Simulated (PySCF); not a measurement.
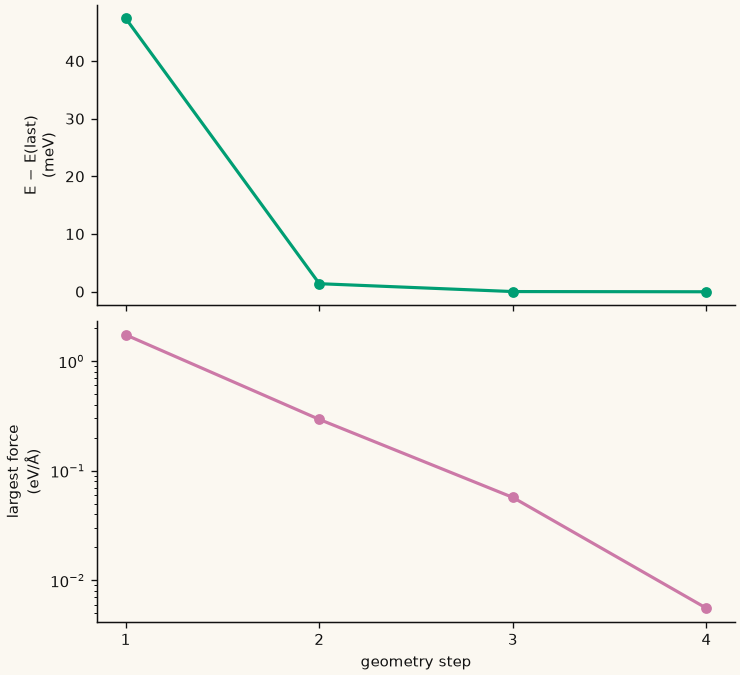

History of a geometry optimisation. Chlorine Oxoborane; PBE0-D3(BJ)/def2-SVP, geometry optimisation (PySCF 2.14.0, density fitting).

The optimisation met its thresholds at geometry 4, counting the start as the first. The energy fell by about 47 meV from the first step to the last. The largest force goes from about 1.7 eV/Å at the start to 6 × 10⁻³ eV/Å at the end.
